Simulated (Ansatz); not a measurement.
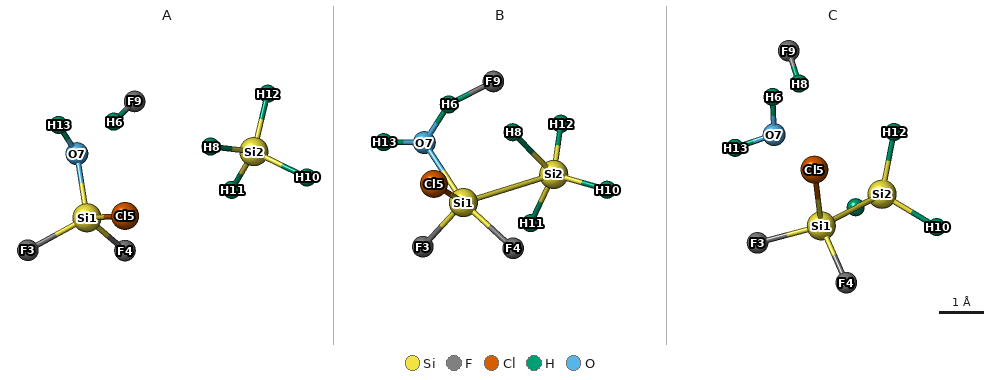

Three geometries of Si2H6OClF3: a saddle point and the two minima that it joins, in shuffled order. A ball-and-stick model, seen at a tilt. Sticks join atoms that are closer than about 1.2 times the sum of their covalent radii (a little more with hydrogen).

Stationary points at PBE0-D4/def2-TZVP, single-point energies with CCSD(T)/CBS, r2SCAN0-D4, wB97M-V (def2-TZVPP where no basis is named; Ansatz 0.2.0). The energies are electronic, without zero-point or thermal terms, and both ends are the minima reached downhill from the saddle, with any fragments still in contact. CCSD(T)/CBS stands for a frozen-core estimate: MP2 correlation extrapolated from def2-TZVPP and def2-QZVPP, CCSD(T) minus MP2 from the smaller set.

Question: Which frame is the transition state, what reaction does it lead through, and what barrier is to be expected?

Answer: Frame B is the saddle point. Counted by bonded pieces, C holds HF + H₂O + Si₂H₃ClF₂ and A holds HF + SiHClOF₂ + SiH₄. From C over the saddle to A, bonds form: Si1–O7 (2.88 → 1.84 → 1.63 Å), Si2–H8 (4.10 → 1.77 → 1.49 Å), H6–F9 (1.92 → 1.24 → 0.93 Å). Bonds break: Si1–Si2 (2.33 → 2.58 → 4.42 Å), H6–O7 (0.97 → 1.11 → 1.75 Å), H8–F9 (0.93 → 1.28 → 3.01 Å). The saddle has one imaginary mode, 1324i cm⁻¹. With CCSD(T)/CBS the barrier is 2.02 eV from C and 3.08 eV from A, and A lies 1.06 eV below C.

| level | barrier from C (eV) | barrier from A (eV) | A less C (eV) |
| --- | --- | --- | --- |
| CCSD(T)/CBS | 2.02 | 3.08 | −1.06 |
| r2SCAN0-D4 | 1.79 | 2.84 | −1.05 |
| wB97M-V | 1.89 | 2.91 | −1.03 |

Against CCSD(T)/CBS, wB97M-V comes closest on the barrier from C (−0.14 eV) and r2SCAN0-D4 misses most (−0.23 eV).
